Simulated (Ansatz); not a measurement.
C2H9FN2Si: geometry relaxation (part 2 of 2)

C2H9FN2Si, SMILES CN(CN)[SiH2]F; RKS B3LYP-D4/STO-3G (Ansatz 0.2.0). It belongs to a series of runs on one base structure; here: start relaxed.

Geometry of the input (Å):
```
C  -0.9798  -0.6345  1.0153
N  -0.2190  0.2509  0.1082
C  0.8957  -0.4995  -0.3964
N  1.8867  -0.7329  0.7336
Si -1.0302  1.3106  -0.9997
F  0.0878  2.1913  -1.7398
H  -1.7955  -0.0015  1.4880
H  -1.4634  -1.3987  0.4522
H  -0.4384  -0.9960  1.8691
H  1.5018  0.0685  -1.1045
H  0.6215  -1.4453  -0.8339
H  2.7397  -1.0300  0.4030
H  1.9085  0.1805  1.1796
H  -1.9602  2.2138  -0.1917
H  -1.7770  0.4721  -1.9535
```

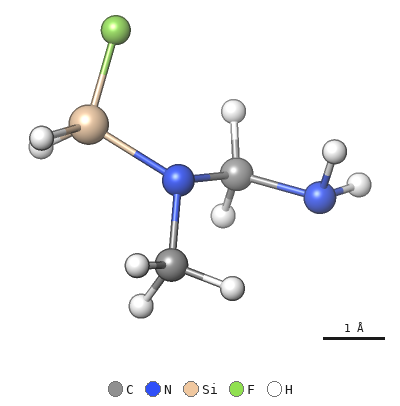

Fig. 1: The geometry at step 9 of the log (ball-and-stick view, seen at a tilt).

Trajectory as extended XYZ, continued
```
15
Properties=species:S:1:pos:R:3:forces:R:3 step=4 energy=-15599.80046
C    -1.0691   -0.5866    1.0444    0.0279  -0.0967  -0.0605
N    -0.2336    0.2509    0.1321    0.0361   0.0274   0.0069
C     0.9637   -0.4812   -0.3660   -0.1711  -0.0354  -0.1426
N     1.8757   -0.7818    0.8146    0.2352   0.1472   0.1264
Si   -1.0718    1.2964   -1.0138   -0.0475   0.0084   0.0252
F     0.0837    2.2123   -1.7293    0.0323   0.0149  -0.0106
H    -1.8492    0.0399    1.5107   -0.0138   0.0267   0.0206
H    -1.5706   -1.4366    0.5271    0.0151   0.0407   0.0385
H    -0.4272   -1.0094    1.8387   -0.0042   0.0191  -0.0259
H     1.4401    0.1574   -1.1503   -0.0062  -0.0041   0.0493
H     0.7208   -1.4677   -0.8351    0.0221   0.0428   0.0155
H     2.7892   -1.1050    0.3733   -0.0746  -0.0323   0.0081
H     2.1380    0.1834    1.1831   -0.0543  -0.1357  -0.0326
H    -2.0083    2.0944   -0.2471   -0.0183  -0.0023  -0.0063
H    -1.8032    0.5829   -2.0529    0.0214  -0.0207  -0.0121
15
Properties=species:S:1:pos:R:3:forces:R:3 step=5 energy=-15599.80141
C    -1.0758   -0.5788    1.0505    0.0118  -0.0378  -0.0261
N    -0.2427    0.2618    0.1394    0.1772  -0.0702   0.1109
C     0.9593   -0.4704   -0.3541    0.0133  -0.0132  -0.1544
N     1.8936   -0.7898    0.8143   -0.1569   0.1527   0.0556
Si   -1.0814    1.2939   -1.0194    0.0812  -0.0359  -0.0107
F     0.0743    2.2273   -1.7126    0.0106   0.0346   0.0032
H    -1.8416    0.0507    1.5367   -0.0243   0.0085   0.0067
H    -1.5923   -1.4174    0.5310    0.0012   0.0202   0.0261
H    -0.4269   -1.0152    1.8304    0.0123  -0.0021  -0.0006
H     1.4370    0.1779   -1.1290   -0.0067  -0.0171   0.0120
H     0.7179   -1.4502   -0.8373    0.0078   0.0283   0.0375
H     2.7880   -1.1417    0.3588   -0.0659   0.0082  -0.0529
H     2.1835    0.1688    1.1722    0.0033  -0.0596   0.0053
H    -2.0507    2.0718   -0.2758   -0.0353   0.0091   0.0159
H    -1.7641    0.5607   -2.0756   -0.0297  -0.0257  -0.0283
15
Properties=species:S:1:pos:R:3:forces:R:3 step=6 energy=-15599.80611
C    -1.0662   -0.5750    1.0536   -0.0344   0.0238   0.0383
N    -0.2360    0.2684    0.1424    0.0324  -0.0049   0.0229
C     0.9559   -0.4683   -0.3609    0.0385   0.0162   0.0606
N     1.8772   -0.7865    0.8175   -0.0476  -0.0035  -0.0884
Si   -1.0789    1.2927   -1.0209    0.0159   0.0052  -0.0283
F     0.0700    2.2503   -1.6960   -0.0348  -0.0008   0.0211
H    -1.8292    0.0546    1.5461    0.0044  -0.0097  -0.0087
H    -1.5875   -1.4109    0.5367   -0.0011  -0.0026  -0.0068
H    -0.4132   -1.0135    1.8287    0.0175  -0.0058  -0.0021
H     1.4387    0.1771   -1.1336    0.0058  -0.0109  -0.0134
H     0.7094   -1.4480   -0.8388    0.0092   0.0005   0.0034
H     2.7625   -1.1612    0.3619   -0.0172   0.0065   0.0263
H     2.1861    0.1684    1.1659   -0.0012  -0.0072  -0.0101
H    -2.0729    2.0503   -0.2849    0.0113  -0.0116  -0.0105
H    -1.7379    0.5506   -2.0884    0.0014   0.0049  -0.0043
15
Properties=species:S:1:pos:R:3:forces:R:3 step=7 energy=-15599.80794
C    -1.0597   -0.5651    1.0605   -0.0215   0.0103   0.0374
N    -0.2322    0.2769    0.1447   -0.0154   0.0322  -0.0127
C     0.9545   -0.4644   -0.3627    0.0460  -0.0382   0.0713
N     1.8686   -0.7930    0.8158   -0.0127  -0.0049  -0.0667
Si   -1.0807    1.2895   -1.0259   -0.0078   0.0296  -0.0252
F     0.0544    2.2830   -1.6728   -0.0476  -0.0183   0.0173
H    -1.8179    0.0653    1.5593    0.0128  -0.0055  -0.0095
H    -1.5866   -1.3986    0.5456   -0.0028  -0.0070  -0.0070
H    -0.4004   -1.0069    1.8286    0.0030   0.0006  -0.0041
H     1.4432    0.1776   -1.1343   -0.0003   0.0014  -0.0086
H     0.7034   -1.4422   -0.8410   -0.0086  -0.0066  -0.0223
H     2.7465   -1.1879    0.3640   -0.0023   0.0042   0.0215
H     2.1950    0.1573    1.1590    0.0107   0.0050   0.0091
H    -2.1050    2.0168   -0.2999    0.0233  -0.0185  -0.0159
H    -1.7049    0.5410   -2.1113    0.0230   0.0158   0.0154
15
Properties=species:S:1:pos:R:3:forces:R:3 step=8 energy=-15599.80943
C    -1.0494   -0.5454    1.0733   -0.0058   0.0004   0.0148
N    -0.2260    0.2914    0.1466   -0.0506   0.0360  -0.0278
C     0.9526   -0.4619   -0.3652    0.0391  -0.0220   0.0396
N     1.8584   -0.8082    0.8115    0.0394  -0.0207  -0.0245
Si   -1.0853    1.2845   -1.0349   -0.0082   0.0777  -0.0431
F     0.0198    2.3460   -1.6299   -0.1080  -0.0809   0.0363
H    -1.7967    0.0900    1.5816    0.0120  -0.0018  -0.0056
H    -1.5881   -1.3753    0.5644    0.0017  -0.0030   0.0027
H    -0.3805   -0.9915    1.8307   -0.0128   0.0051  -0.0061
H     1.4502    0.1775   -1.1335   -0.0010   0.0032  -0.0032
H     0.6895   -1.4332   -0.8510   -0.0068  -0.0079  -0.0096
H     2.7244   -1.2322    0.3638   -0.0102   0.0089   0.0152
H     2.2130    0.1324    1.1537   -0.0088  -0.0044  -0.0058
H    -2.1658    1.9510   -0.3277    0.0725  -0.0434  -0.0456
H    -1.6378    0.5242   -2.1539    0.0475   0.0528   0.0627
15
Properties=species:S:1:pos:R:3:forces:R:3 step=9 energy=-15599.81028
C    -1.0487   -0.5416    1.0751   -0.0019   0.0055   0.0103
N    -0.2251    0.2921    0.1455   -0.0265   0.0124  -0.0160
C     0.9530   -0.4641   -0.3656    0.0117  -0.0183   0.0143
N     1.8595   -0.8126    0.8095    0.0115  -0.0090  -0.0099
Si   -1.0858    1.2843   -1.0355    0.0079   0.0550  -0.0315
F     0.0109    2.3578   -1.6210   -0.0740  -0.0538   0.0246
H    -1.7950    0.0962    1.5816    0.0066  -0.0024  -0.0039
H    -1.5884   -1.3729    0.5694    0.0016  -0.0009   0.0004
H    -0.3804   -0.9858    1.8339   -0.0061   0.0016  -0.0017
H     1.4510    0.1743   -1.1346    0.0000  -0.0003  -0.0002
H     0.6875   -1.4350   -0.8514   -0.0063  -0.0007  -0.0076
H     2.7257   -1.2348    0.3611   -0.0019   0.0047   0.0049
H     2.2125    0.1277    1.1531    0.0024   0.0038   0.0040
H    -2.1740    1.9381   -0.3312    0.0463  -0.0299  -0.0270
H    -1.6244    0.5257   -2.1604    0.0288   0.0323   0.0392
15
Properties=species:S:1:pos:R:3:forces:R:3 step=10 energy=-15599.81122
C    -1.0454   -0.5310    1.0805    0.0023   0.0049  -0.0021
N    -0.2220    0.2941    0.1425    0.0042  -0.0145  -0.0056
C     0.9519   -0.4708   -0.3683   -0.0100   0.0173  -0.0066
N     1.8594   -0.8222    0.8049   -0.0039  -0.0071   0.0111
Si   -1.0853    1.2838   -1.0382    0.0158   0.0180  -0.0005
F    -0.0120    2.3921   -1.5955   -0.0215  -0.0161   0.0089
H    -1.7894    0.1124    1.5829    0.0002  -0.0012  -0.0005
H    -1.5872   -1.3654    0.5824   -0.0002   0.0008   0.0012
H    -0.3774   -0.9708    1.8419    0.0016   0.0002   0.0013
H     1.4525    0.1635   -1.1391    0.0007  -0.0040  -0.0006
H     0.6788   -1.4400   -0.8537    0.0029  -0.0002   0.0064
H     2.7259   -1.2426    0.3560   -0.0010   0.0033  -0.0030
H     2.2114    0.1171    1.1526   -0.0009  -0.0015  -0.0066
H    -2.1959    1.9000   -0.3395    0.0050  -0.0044  -0.0072
H    -1.5871    0.5292   -2.1800    0.0049   0.0046   0.0036
15
Properties=species:S:1:pos:R:3:forces:R:3 step=11 energy=-15599.81151
C    -1.0418   -0.5224    1.0858    0.0070   0.0036  -0.0023
N    -0.2198    0.2955    0.1403   -0.0001  -0.0109  -0.0095
C     0.9502   -0.4755   -0.3705   -0.0252  -0.0013  -0.0098
N     1.8573   -0.8285    0.8019    0.0003   0.0057   0.0131
Si   -1.0847    1.2839   -1.0401    0.0030   0.0056  -0.0056
F    -0.0306    2.4239   -1.5679   -0.0083  -0.0089   0.0083
H    -1.7833    0.1251    1.5862   -0.0010  -0.0001   0.0005
H    -1.5863   -1.3592    0.5946    0.0008   0.0018  -0.0003
H    -0.3723   -0.9587    1.8479    0.0016  -0.0004   0.0008
H     1.4528    0.1530   -1.1448   -0.0013  -0.0018   0.0043
H     0.6718   -1.4454   -0.8516   -0.0013   0.0037  -0.0023
H     2.7214   -1.2528    0.3524    0.0057  -0.0021  -0.0042
H     2.2132    0.1105    1.1459    0.0078   0.0035   0.0060
H    -2.2192    1.8663   -0.3511    0.0075  -0.0020  -0.0034
H    -1.5506    0.5337   -2.1996    0.0035   0.0037   0.0042
15
Properties=species:S:1:pos:R:3:forces:R:3 step=12 energy=-15599.81165
C    -1.0404   -0.5174    1.0901    0.0050   0.0037  -0.0026
N    -0.2204    0.2936    0.1372   -0.0088  -0.0097  -0.0074
C     0.9469   -0.4815   -0.3721   -0.0025   0.0149  -0.0022
N     1.8577   -0.8294    0.8000   -0.0040  -0.0053   0.0013
Si   -1.0837    1.2840   -1.0421    0.0059   0.0073  -0.0010
F    -0.0412    2.4468   -1.5424   -0.0080  -0.0124   0.0058
H    -1.7793    0.1340    1.5892   -0.0008  -0.0012   0.0008
H    -1.5876   -1.3562    0.6053   -0.0002   0.0011   0.0008
H    -0.3690   -0.9505    1.8524    0.0012   0.0002   0.0006
H     1.4490    0.1423   -1.1504    0.0000  -0.0025   0.0001
H     0.6657   -1.4528   -0.8484    0.0031  -0.0011   0.0056
H     2.7197   -1.2574    0.3496    0.0007  -0.0012  -0.0015
H     2.2168    0.1106    1.1382   -0.0005   0.0035  -0.0023
H    -2.2345    1.8424   -0.3600    0.0072  -0.0054  -0.0079
H    -1.5215    0.5408   -2.2171    0.0017   0.0081   0.0101
15
Properties=species:S:1:pos:R:3:forces:R:3 step=13 energy=-15599.81176
C    -1.0406   -0.5164    1.0924    0.0062   0.0019  -0.0065
N    -0.2227    0.2894    0.1337   -0.0102  -0.0008  -0.0104
C     0.9449   -0.4859   -0.3733   -0.0020   0.0003   0.0059
N     1.8583   -0.8271    0.7991    0.0000   0.0058  -0.0018
Si   -1.0823    1.2851   -1.0429    0.0004  -0.0008   0.0065
F    -0.0430    2.4580   -1.5255   -0.0043  -0.0084   0.0023
H    -1.7780    0.1374    1.5907    0.0001   0.0003  -0.0007
H    -1.5895   -1.3570    0.6129    0.0002   0.0012   0.0012
H    -0.3674   -0.9464    1.8551    0.0012   0.0004  -0.0002
H     1.4452    0.1340   -1.1557   -0.0018  -0.0003   0.0003
H     0.6644   -1.4604   -0.8435    0.0014   0.0011   0.0014
H     2.7193   -1.2577    0.3489   -0.0015   0.0006   0.0009
H     2.2184    0.1153    1.1304   -0.0010  -0.0041  -0.0017
H    -2.2415    1.8311   -0.3655    0.0068  -0.0023  -0.0026
H    -1.5074    0.5500   -2.2274    0.0045   0.0053   0.0053
15
Properties=species:S:1:pos:R:3:forces:R:3 step=14 energy=-15599.81185
C    -1.0415   -0.5175    1.0940   -0.0004   0.0043   0.0029
N    -0.2279    0.2809    0.1272   -0.0082  -0.0019  -0.0071
C     0.9413   -0.4931   -0.3747    0.0028  -0.0038   0.0046
N     1.8592   -0.8199    0.7987    0.0066   0.0103  -0.0079
Si   -1.0805    1.2871   -1.0429    0.0093  -0.0084   0.0056
F    -0.0404    2.4676   -1.5035    0.0009   0.0044  -0.0025
H    -1.7770    0.1398    1.5907   -0.0004  -0.0019   0.0006
H    -1.5926   -1.3613    0.6225    0.0019   0.0013   0.0001
H    -0.3653   -0.9421    1.8571   -0.0023  -0.0006  -0.0009
H     1.4373    0.1211   -1.1643    0.0010  -0.0018   0.0010
H     0.6642   -1.4736   -0.8346   -0.0012   0.0039  -0.0004
H     2.7191   -1.2541    0.3499   -0.0015  -0.0005   0.0036
H     2.2195    0.1268    1.1177   -0.0032  -0.0071   0.0000
H    -2.2459    1.8224   -0.3679   -0.0006  -0.0027  -0.0032
H    -1.4911    0.5650   -2.2402   -0.0047   0.0043   0.0036
```
